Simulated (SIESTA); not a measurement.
Band structure of MgAu3 (Pm-3m, 4 atoms in the cell).

```xyz
4
Lattice="4.1065 0.0000 0.0000 0.0000 4.1065 0.0000 0.0000 0.0000 4.1065" Properties=species:S:1:pos:R:3 pbc="T T T"
Mg     0.0000     0.0000     0.0000
Au     2.0533     2.0533     0.0000
Au     0.0000     2.0533     2.0533
Au     2.0533     0.0000     2.0533
```

Computed with GGA PBEsol, numerical atomic orbitals DZP, PseudoDojo PBEsol standard norm-conserving potentials (rewritten from UPF to PSML) (SIESTA).

Settings: XC.functional = GGA; XC.authors = PBEsol; potentials = PseudoDojo PBEsol standard; PAO.BasisSize = DZP; PAO.EnergyShift = 0.01 Ry; MeshCutoff = 400 Ry; kgrid.MonkhorstPack = 6 6 6; OccupationFunction = FD; ElectronicTemperature = 1160.45 K; MaxSCFIterations = 150; SCF.Mixer.Method = Broyden; SCF.Mixer.Weight = 0.1; SCF.Mixer.History = 8; SCF.DM.Tolerance = 1.0E-04.

The starting cell comes from a database of computed structures (which also holds hypothetical and non-ambient phases and stackings), without a prior relaxation at this level. Spin-orbit coupling is off. Values carry the incompleteness of an atom-centred basis.

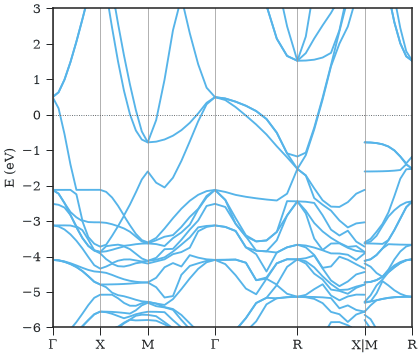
Figure: Bands along the path, energies from the Fermi level.

Levels in eV from the Fermi level, bands 30 to 35:
```csv
point,30,31,32,33,34,35
Γ,-2.12,-2.12,-2.12,0.50,0.50,0.50
X,-3.87,-3.72,-3.04,-2.12,4.35,4.35
M,-3.63,-3.63,-3.60,-1.60,-0.78,-0.78
R,-2.44,-2.44,-1.53,-1.53,-1.53,-1.18
```

Bands cross the Fermi level along this path, so the cell is metallic at this level.

Higher empty bands are left out: an atom-centred basis made for the valence describes them poorly.
